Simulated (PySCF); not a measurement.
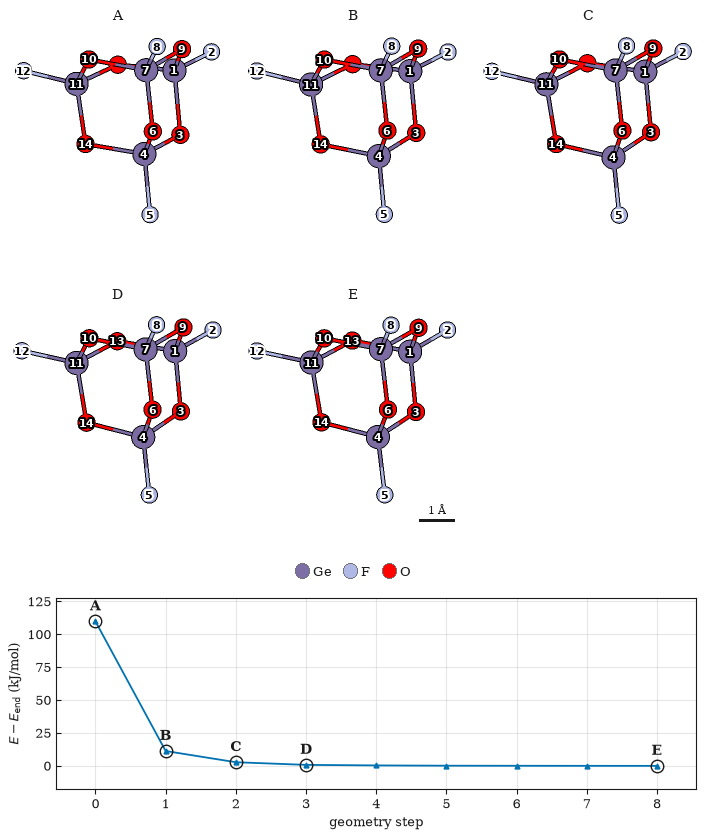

Frames of a relaxation of Ge₄O₆F₄, marked on the history of the run. The picture is a ball-and-stick view, seen at a tilt.

The start comes from GFN2-xTB. Its atoms were then displaced at random by about 0.03 Å.

Method: PBE0-D3(BJ)/def2-SVP geometry optimisation, gas phase (PySCF). 

### Describe the path.

Over 8 geometry steps the energy falls by 109.8 kJ/mol. The largest move after the best rigid fit is that of Ge4, 0.13 Å. Largest moves by element: Ge 0.13 Å, O 0.09 Å, F 0.07 Å. Among the contacts that change: Ge1–O9 1.627 → 1.768 Å, O3–Ge4 1.637 → 1.768 Å, Ge1–O3 1.881 → 1.768 Å, Ge4–F5 1.775 → 1.695 Å. Bond angles that change, for instance: O3–Ge4–O6 113.7° → 106.9°, F5–Ge4–O14 105.6° → 111.6°, Ge1–O3–Ge4 108.2° → 114.2°. From step 0 to 1: F and O atoms move most (0.08 Å), energy −98.5 kJ/mol. From step 1 to 2: Ge4 moves most (0.04 Å), energy −8.53 kJ/mol. From step 2 to 3: O13 moves most (0.03 Å), energy −2.01 kJ/mol. From step 3 to 8: Ge and O atoms move most (0.02 Å), energy −0.75 kJ/mol.
